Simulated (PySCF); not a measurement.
Molecule: SMILES CCc1ccc(O)cc1 (C₈H₁₀O). Atoms near the plane z = 0.0 Å, at the GFN2-xTB optimised geometry (x, y, z in Å): C2 (-1.5, -2.4, 0.0), C3 (-0.7, -1.1, 0.0), C4 (-1.4, 0.1, 0.0), C5 (-0.7, 1.3, 0.0), C6 (0.7, 1.3, 0.0), O7 (1.5, 2.4, 0.0), C8 (1.4, 0.1, 0.0), C9 (0.7, -1.1, 0.0), H13 (-2.5, -2.3, 0.4), H14 (-1.0, -3.2, 0.5), H15 (-2.5, 0.1, 0.0), H16 (-1.2, 2.2, 0.0), H17 (0.9, 3.2, 0.0), H18 (2.5, 0.1, 0.0), H19 (1.2, -2.1, 0.0).

Calculation: B3LYP/def2-SVP (PySCF 2.14.0). Cells within 0.4 Å of a nucleus heavier than hydrogen are left out (blank, or x). The values are rescaled to run from 0 to 1.

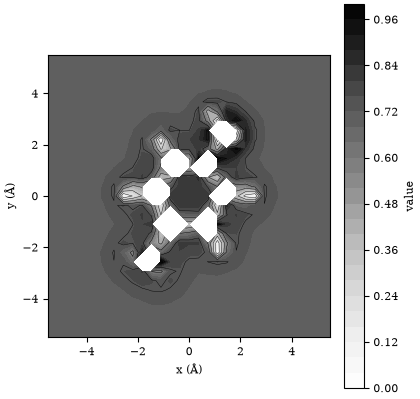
a field on the plane z = 0.0 Å.

Question: Which quantity is mapped?
(A) Laplacian of the electron density
(B) deformation density (molecule minus spherical neutral atoms)
(C) an orbital amplitude
(D) log10 of the electron density

Answer: A, Laplacian of the electron density. In full: Laplacian of the electron density (e/bohr⁵), clipped to [-1.50, 1.50].
